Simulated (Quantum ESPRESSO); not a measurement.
# Collinear magnetic orders of FePt (Tetraferroplatinum) with Quantum ESPRESSO

A self-consistent run ends on one state, which hangs on the start. Several orders of FePt (Tetraferroplatinum) are started in Quantum ESPRESSO and their energies compared.

Program: Quantum ESPRESSO 7.5. Level of theory: PBE; plane waves with GBRV 1.5 PBE potentials, no spin-orbit coupling. Results are calculated unless marked as measured.

## (1) The starting structure

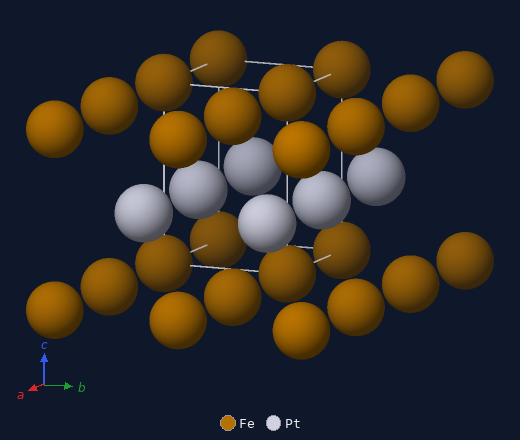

The starting structure, seen slightly off an axis (iron orange, platinum light grey). 3×2×1 cells are drawn. Some periodic images of atoms are drawn too.

Coordinates:

```cif
data_structure
_symmetry_space_group_name_H-M 'P4/mmm'
_symmetry_Int_Tables_number 123
_cell_length_a 2.7235
_cell_length_b 2.7235
_cell_length_c 3.7200
_cell_angle_alpha 90.000
_cell_angle_beta 90.000
_cell_angle_gamma 90.000
_cell_volume 27.59
loop_
_atom_site_label
_atom_site_type_symbol
_atom_site_symmetry_multiplicity
_atom_site_Wyckoff_symbol
_atom_site_fract_x
_atom_site_fract_y
_atom_site_fract_z
_atom_site_occupancy
Fe1 Fe 1 a 0.00000 0.00000 0.00000 1
Pt1 Pt 1 d 0.50000 0.50000 0.50000 1
```

The cell comes from the Crystallography Open Database.

## (2) Run 1 (ferro +)

The signs are those of the starting moments on the seeded atoms, the atoms that are given a moment.

pw.in reads:

```
&CONTROL
  calculation = 'scf'
  prefix = 'pwscf'
  outdir = './tmp'
  pseudo_dir = './pseudo'
  disk_io = 'nowf'
/
&SYSTEM
  ibrav = 0
  celldm(1) = 8
  nat = 2
  ntyp = 2
  ecutwfc = 40
  ecutrho = 280
  nbnd = 24
  occupations = 'smearing'
  smearing = 'fd'
  degauss = 0.00367493
  nspin = 2
  starting_magnetization(1) = 0.175
  starting_magnetization(2) = 0
/
&ELECTRONS
  conv_thr = 4d-09
  electron_maxstep = 150
  mixing_beta = 0.3
/
ATOMIC_SPECIES
Fe     55.8450 fe_pbe_v1.5.uspp.F.UPF
Pt    195.0840 pt_pbe_v1.4.uspp.F.UPF
CELL_PARAMETERS alat
   0.6433336375523    0.0000000000000    0.0000000000000
   0.0000000000000    0.6433336375523    0.0000000000000
   0.0000000000000    0.0000000000000    0.8787226479510
ATOMIC_POSITIONS crystal
Fe      0.0000000000    0.0000000000    0.0000000000
Pt      0.5000000000    0.5000000000    0.5000000000
K_POINTS automatic
12 12 12 0 0 0
```

Started as:

```console
$ OMP_NUM_THREADS=1 mpirun -n 4 pw.x -nk 4 -in pw.in > pw.out
```

Output:

```text
Program PWSCF v.7.5 starts

     Message from routine setup:
     using ibrav=0 with symmetry is DISCOURAGED, use correct ibrav instead

     K-points division:     npool     =       4
     Subspace diagonalization in iterative solution of the eigenvalue problem:

     G-vector sticks info
     --------------------
     sticks:   dense  smooth     PW     G-vecs:    dense   smooth      PW
     Sum         593     341    109                14725     6385    1205

     Using Slab Decomposition

     bravais-lattice index     =            0
     lattice parameter (alat)  =       8.0000  a.u.
     unit-cell volume          =     186.2063 (a.u.)^3
     number of atoms/cell      =            2
     number of atomic types    =            2
     number of electrons       =        32.00
     number of Kohn-Sham states=           24
     kinetic-energy cutoff     =      40.0000  Ry
     charge density cutoff     =     280.0000  Ry
     scf convergence threshold =      4.0E-09
     mixing beta               =       0.3000
     number of iterations used =            8  plain     mixing
     Exchange-correlation=  SLA  PW   PBX  PBC
                           (   1   4   3   4   0   0   0)

     celldm(1)=   8.000000  celldm(2)=   0.000000  celldm(3)=   0.000000
     celldm(4)=   0.000000  celldm(5)=   0.000000  celldm(6)=   0.000000

     crystal axes: (cart. coord. in units of alat)
               a(1) = (   0.643334   0.000000   0.000000 )
               a(2) = (   0.000000   0.643334   0.000000 )
               a(3) = (   0.000000   0.000000   0.878723 )

     reciprocal axes: (cart. coord. in units 2 pi/alat)
               b(1) = (  1.554403  0.000000  0.000000 )
               b(2) = (  0.000000  1.554403  0.000000 )
               b(3) = (  0.000000  0.000000  1.138016 )

     PseudoPot. # 1 for Fe read from file:
     fe_pbe_v1.5.uspp.F.UPF
     Pseudo is Ultrasoft + core correction, Zval = 16.0
     Generated by new atomic code, or converted to UPF format
     Using radial grid of  861 points,  6 beta functions with:
                l(1) =   0
                l(2) =   0
                l(3) =   1
                l(4) =   1
                l(5) =   2
                l(6) =   2
     Q(r) pseudized with  8 coefficients,  rinner =    1.000   1.000   1.000
                                                       1.000   1.000

     PseudoPot. # 2 for Pt read from file:
     pt_pbe_v1.4.uspp.F.UPF
     Pseudo is Ultrasoft + core correction, Zval = 16.0
     Generated by new atomic code, or converted to UPF format
     Using radial grid of  985 points,  6 beta functions with:
                l(1) =   0
                l(2) =   0
                l(3) =   1
                l(4) =   1
                l(5) =   2
                l(6) =   2
     Q(r) pseudized with  8 coefficients,  rinner =    1.300   1.300   1.300
                                                       1.300   1.300

     atomic species   valence    mass     pseudopotential
     Fe               16.00    55.84500     Fe( 1.00)
     Pt               16.00   195.08400     Pt( 1.00)

     Starting magnetic structure
     atomic species   magnetization
     Fe              0.175
     Pt              0.000

     16 Sym. Ops., with inversion, found

   Cartesian axes

     site n.     atom                  positions (alat units)
         1        Fe     tau(   1) = (   0.0000000   0.0000000   0.0000000  )
         2        Pt     tau(   2) = (   0.3216668   0.3216668   0.4393613  )

     number of k points=   196  Fermi-Dirac smearing, width (Ry)=  0.0037

     Number of k-points >= 100: set verbosity='high' to print them.

     Dense  grid:    14725 G-vectors     FFT dimensions: (  27,  27,  40)

     Smooth grid:     6385 G-vectors     FFT dimensions: (  24,  24,  30)

     Check: negative core charge=   -0.000027
     Generating pointlists ...
     new r_m :   0.2609 (alat units)  2.0870 (a.u.) for type    1
     new r_m :   0.2609 (alat units)  2.0870 (a.u.) for type    2

     Initial potential from superposition of free atoms

     starting charge      30.5000, renormalised to      32.0000

     negative rho (up, down):  9.890E-02 9.898E-02
     Starting wfcs are   25 randomized atomic wfcs

     Self-consistent Calculation

     iteration #  1     ecut=    40.00 Ry     beta= 0.30
     Davidson diagonalization with overlap
     ethr =  1.00E-02,  avg # of iterations =  4.2

     negative rho (up, down):  9.165E-02 9.168E-02

     total energy              =    -458.52703480 Ry
     estimated scf accuracy    <       8.23746779 Ry

     total magnetization       =     0.72 Bohr mag/cell
     absolute magnetization    =     0.93 Bohr mag/cell

     iteration #  2     ecut=    40.00 Ry     beta= 0.30
     Davidson diagonalization with overlap
     ethr =  1.00E-02,  avg # of iterations =  2.1

     negative rho (up, down):  9.238E-02 9.238E-02

     total energy              =    -460.01235851 Ry
     estimated scf accuracy    <      14.37255809 Ry

     total magnetization       =     0.76 Bohr mag/cell
     absolute magnetization    =     0.84 Bohr mag/cell

     iteration #  3     ecut=    40.00 Ry     beta= 0.30
     Davidson diagonalization with overlap
     ethr =  1.00E-02,  avg # of iterations =  2.0

     negative rho (up, down):  9.199E-02 9.117E-02

     total energy              =    -461.01424521 Ry
     estimated scf accuracy    <       0.32228715 Ry

     total magnetization       =     2.94 Bohr mag/cell
     absolute magnetization    =     2.97 Bohr mag/cell

     [... further iterations left out ...]

     iteration # 11     ecut=    40.00 Ry     beta= 0.30
     Davidson diagonalization with overlap
     ethr =  3.33E-08,  avg # of iterations =  1.7

     negative rho (up, down):  9.168E-02 8.763E-02

     total energy              =    -461.07795023 Ry
     estimated scf accuracy    <       0.00000247 Ry

     total magnetization       =     3.34 Bohr mag/cell
     absolute magnetization    =     3.52 Bohr mag/cell

     iteration # 12     ecut=    40.00 Ry     beta= 0.30
     Davidson diagonalization with overlap
     ethr =  7.73E-09,  avg # of iterations =  1.1

     negative rho (up, down):  9.169E-02 8.763E-02

     total energy              =    -461.07795058 Ry
     estimated scf accuracy    <       0.00000003 Ry

     total magnetization       =     3.34 Bohr mag/cell
     absolute magnetization    =     3.52 Bohr mag/cell

     iteration # 13     ecut=    40.00 Ry     beta= 0.30
     Davidson diagonalization with overlap
     ethr =  8.60E-11,  avg # of iterations =  3.9

     negative rho (up, down):  9.169E-02 8.763E-02

     total energy              =    -461.07795062 Ry
     estimated scf accuracy    <          5.6E-09 Ry

     total magnetization       =     3.34 Bohr mag/cell
     absolute magnetization    =     3.52 Bohr mag/cell

     iteration # 14     ecut=    40.00 Ry     beta= 0.30
     Davidson diagonalization with overlap
     ethr =  1.76E-11,  avg # of iterations =  1.7

     negative rho (up, down):  9.169E-02 8.762E-02

     Magnetic moment per site  (integrated on atomic sphere of radius R)
     atom   1 (R=0.261)  charge= 14.7166  magn=  3.0056
     atom   2 (R=0.261)  charge= 13.8026  magn=  0.3989

     End of self-consistent calculation

     Number of k-points >= 100: set verbosity='high' to print the bands.

     the Fermi energy is    20.0055 ev

!    total energy              =    -461.07795065 Ry
     estimated scf accuracy    <          2.3E-09 Ry
     smearing contrib. (-TS)   =      -0.00089244 Ry
     internal energy E=F+TS    =    -461.07705821 Ry

     The total energy is F=E-TS. E is the sum of the following terms:
     one-electron contribution =    -144.04665580 Ry
     hartree contribution      =      95.44114175 Ry
     xc contribution           =     -86.19813293 Ry
     ewald contribution        =    -326.27341122 Ry

     total magnetization       =     3.34 Bohr mag/cell
     absolute magnetization    =     3.52 Bohr mag/cell

     convergence has been achieved in  14 iterations

=------------------------------------------------------------------------------=
   JOB DONE.
=------------------------------------------------------------------------------=
```

Run time: 14 s. Hardware: 4 MPI ranks of AMD EPYC 9R45 (Zen 5), shared host; peak memory 0.4 GiB.

Spin moment in the atom's sphere by atom:

| atom | spin moment in the atom's sphere (μB) |
| --- | --- |
| Fe1 | 3.01 |
| Pt2 | 0.40 |

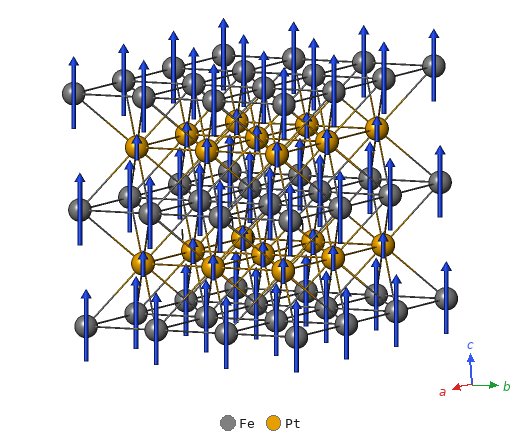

Spin moment in the atom's sphere as arrows, the longest 3.01 μB. Up and down stand for the sign. Arrows give size and sign along the axis of quantisation, drawn up and down the page. Each arrow also spans its atom, so small moments look longer than they are. 3×3×2 cells are drawn. Some periodic images of atoms are drawn too.

Read from the output:

```
smearing term TS       : 0.01214 eV
magnetization          : 3.34 μB
absolute magnetization : 3.524 μB
final state            : ferromagnetic
```

## (3) Start 2: antiferro q=(0,1/2,0) +−

The cell is doubled to 4 atoms to hold this order. The wavevector q is in fractions of the reciprocal vectors of the crystal's primitive cell, as the cells of these inputs are built from it; moments change sign between cells as cos(2π q·R).

pw.in reads:

```
&CONTROL
  calculation = 'scf'
  prefix = 'pwscf'
  outdir = './tmp'
  pseudo_dir = './pseudo'
  disk_io = 'nowf'
/
&SYSTEM
  ibrav = 0
  celldm(1) = 8
  nat = 4
  ntyp = 3
  ecutwfc = 40
  ecutrho = 280
  nbnd = 42
  occupations = 'smearing'
  smearing = 'fd'
  degauss = 0.00367493
  nspin = 2
  starting_magnetization(1) = 0.175
  starting_magnetization(2) = -0.175
  starting_magnetization(3) = 0
/
&ELECTRONS
  conv_thr = 8d-09
  electron_maxstep = 150
  mixing_beta = 0.3
/
ATOMIC_SPECIES
Fe1    55.8450 fe_pbe_v1.5.uspp.F.UPF
Fe2    55.8450 fe_pbe_v1.5.uspp.F.UPF
Pt    195.0840 pt_pbe_v1.4.uspp.F.UPF
CELL_PARAMETERS alat
   0.6433336375523    0.0000000000000    0.0000000000000
   0.0000000000000    1.2866672751046    0.0000000000000
   0.0000000000000    0.0000000000000    0.8787226479510
ATOMIC_POSITIONS crystal
Fe1     0.0000000000    0.0000000000    0.0000000000
Fe2     0.0000000000    0.5000000000    0.0000000000
Pt      0.5000000000    0.2500000000    0.5000000000
Pt      0.5000000000    0.7500000000    0.5000000000
K_POINTS automatic
12 6 12 0 0 0
```

Output:

```text
[banner, memory and clock lines left out]
Program PWSCF v.7.5 starts

     Message from routine setup:
     using ibrav=0 with symmetry is DISCOURAGED, use correct ibrav instead

     bravais-lattice index     =            0
     lattice parameter (alat)  =       8.0000  a.u.
     unit-cell volume          =     372.4125 (a.u.)^3
     number of atoms/cell      =            4
     number of atomic types    =            3
     number of electrons       =        64.00
     number of Kohn-Sham states=           42
     kinetic-energy cutoff     =      40.0000  Ry
     charge density cutoff     =     280.0000  Ry
     scf convergence threshold =      8.0E-09
     mixing beta               =       0.3000
     number of iterations used =            8  plain     mixing
     Exchange-correlation=  SLA  PW   PBX  PBC
                           (   1   4   3   4   0   0   0)

     celldm(1)=   8.000000  celldm(2)=   0.000000  celldm(3)=   0.000000
     celldm(4)=   0.000000  celldm(5)=   0.000000  celldm(6)=   0.000000

     crystal axes: (cart. coord. in units of alat)
               a(1) = (   0.643334   0.000000   0.000000 )
               a(2) = (   0.000000   1.286667   0.000000 )
               a(3) = (   0.000000   0.000000   0.878723 )

     reciprocal axes: (cart. coord. in units 2 pi/alat)
               b(1) = (  1.554403  0.000000  0.000000 )
               b(2) = (  0.000000  0.777202  0.000000 )
               b(3) = (  0.000000  0.000000  1.138016 )

     PseudoPot. # 1 for Fe read from file:
     fe_pbe_v1.5.uspp.F.UPF
     Pseudo is Ultrasoft + core correction, Zval = 16.0

     PseudoPot. # 2 for Fe read from file:
     fe_pbe_v1.5.uspp.F.UPF
     Pseudo is Ultrasoft + core correction, Zval = 16.0

     PseudoPot. # 3 for Pt read from file:
     pt_pbe_v1.4.uspp.F.UPF
     Pseudo is Ultrasoft + core correction, Zval = 16.0

     atomic species   valence    mass     pseudopotential
     Fe1              16.00    55.84500     Fe( 1.00)
     Fe2              16.00    55.84500     Fe( 1.00)
     Pt               16.00   195.08400     Pt( 1.00)

     Starting magnetic structure
     atomic species   magnetization
     Fe1             0.175
     Fe2            -0.175
     Pt              0.000

      8 Sym. Ops., with inversion, found

   Cartesian axes

     site n.     atom                  positions (alat units)
         1        Fe1    tau(   1) = (   0.0000000   0.0000000   0.0000000  )
         2        Fe2    tau(   2) = (   0.0000000   0.6433336   0.0000000  )
         3        Pt     tau(   3) = (   0.3216668   0.3216668   0.4393613  )
         4        Pt     tau(   4) = (   0.3216668   0.9650005   0.4393613  )

     number of k points=   196  Fermi-Dirac smearing, width (Ry)=  0.0037

     Number of k-points >= 100: set verbosity='high' to print them.

     Dense  grid:    29465 G-vectors     FFT dimensions: (  27,  60,  40)

     Smooth grid:    12725 G-vectors     FFT dimensions: (  24,  45,  30)

     Check: negative core charge=   -0.000028
     Generating pointlists ...
     new r_m :   0.2609 (alat units)  2.0870 (a.u.) for type    1
     new r_m :   0.2609 (alat units)  2.0870 (a.u.) for type    2
     new r_m :   0.2609 (alat units)  2.0870 (a.u.) for type    3

     Initial potential from superposition of free atoms

     starting charge      61.0000, renormalised to      64.0000

     negative rho (up, down):  1.970E-01 1.970E-01
     Starting wfcs are   50 randomized atomic wfcs

     Self-consistent Calculation

     iteration #  1     ecut=    40.00 Ry     beta= 0.30
     Davidson diagonalization with overlap
     ethr =  1.00E-02,  avg # of iterations =  2.3

     negative rho (up, down):  1.820E-01 1.820E-01

     total energy              =    -916.76033503 Ry
     estimated scf accuracy    <      17.07062302 Ry

     total magnetization       =    -0.00 Bohr mag/cell
     absolute magnetization    =     1.80 Bohr mag/cell

     iteration #  2     ecut=    40.00 Ry     beta= 0.30
     Davidson diagonalization with overlap
     ethr =  1.00E-02,  avg # of iterations =  2.9

     negative rho (up, down):  1.832E-01 1.832E-01

     total energy              =    -920.15418318 Ry
     estimated scf accuracy    <      29.66271753 Ry

     total magnetization       =    -0.00 Bohr mag/cell
     absolute magnetization    =     1.99 Bohr mag/cell

     [... further iterations left out ...]

     iteration # 18     ecut=    40.00 Ry     beta= 0.30
     Davidson diagonalization with overlap
     ethr =  3.00E-11,  avg # of iterations =  1.6

     negative rho (up, down):  1.771E-01 1.771E-01

     total energy              =    -922.15245696 Ry
     estimated scf accuracy    <          8.9E-09 Ry

     total magnetization       =    -0.00 Bohr mag/cell
     absolute magnetization    =     6.33 Bohr mag/cell

     iteration # 19     ecut=    40.00 Ry     beta= 0.30
     Davidson diagonalization with overlap
     ethr =  1.40E-11,  avg # of iterations =  2.0

     negative rho (up, down):  1.771E-01 1.771E-01

     Magnetic moment per site  (integrated on atomic sphere of radius R)
     atom   1 (R=0.261)  charge= 14.7157  magn=  2.9715
     atom   2 (R=0.261)  charge= 14.7157  magn= -2.9715
     atom   3 (R=0.261)  charge= 13.7935  magn=  0.0000
     atom   4 (R=0.261)  charge= 13.7935  magn=  0.0000

     End of self-consistent calculation

     Number of k-points >= 100: set verbosity='high' to print the bands.

     the Fermi energy is    20.2150 ev

!    total energy              =    -922.15245697 Ry
     estimated scf accuracy    <          3.0E-10 Ry
     smearing contrib. (-TS)   =      -0.00230460 Ry
     internal energy E=F+TS    =    -922.15015237 Ry

     The total energy is F=E-TS. E is the sum of the following terms:
     one-electron contribution =    -287.91632639 Ry
     hartree contribution      =     190.65238528 Ry
     xc contribution           =    -172.33938882 Ry
     ewald contribution        =    -652.54682244 Ry

     total magnetization       =     0.00 Bohr mag/cell
     absolute magnetization    =     6.33 Bohr mag/cell

     convergence has been achieved in  19 iterations
```

It took 64 s on 4 MPI ranks; peak memory 0.78 GiB; 4.2 min of CPU time.

Spin moment in the atom's sphere by atom:

| atom | spin moment in the atom's sphere (μB) |
| --- | --- |
| Fe1 | 2.97 |
| Fe2 | -2.97 |
| Pt3 | 0.00 |
| Pt4 | 0.00 |

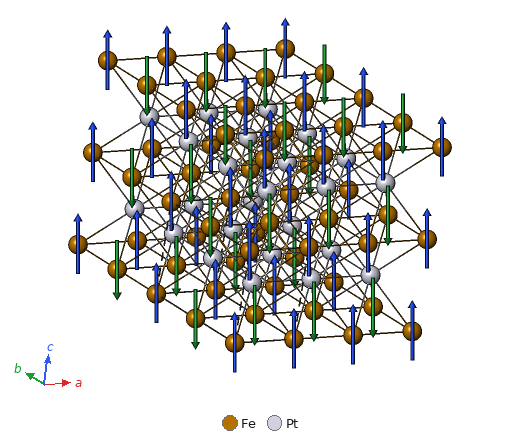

Spin moment in the atom's sphere as arrows, the longest 2.97 μB. Up and down stand for the sign. Arrows give size and sign along the axis of quantisation, drawn up and down the page. The two directions have two colours. 3×2×2 cells are drawn. Some periodic images of atoms are drawn too.

Read from the output:

```yaml
smearing_term_ts: 0.03136 eV
magnetization: 0 μB
absolute_magnetization: 6.328 μB
final_state: antiferromagnetic
```

(Part 1 of 2 ends here.)

[Logs and program files are shortened in this print: banners, set-up blocks, solver, clock and traceback lines can be left out without a mark of their own.]

[Logs are printed without paths, hosts, clocks, repeated set-up lines and the standing remarks that a program may print on its own settings, such as how far it seeks lower states.]

[Hosts, paths, dates, database ids (printed as entryN), source tags and the programs' standing remarks are cut or masked in the printed files.]

[Where a cell is said to come from a database of computed structures, the database is the Materials Project.]
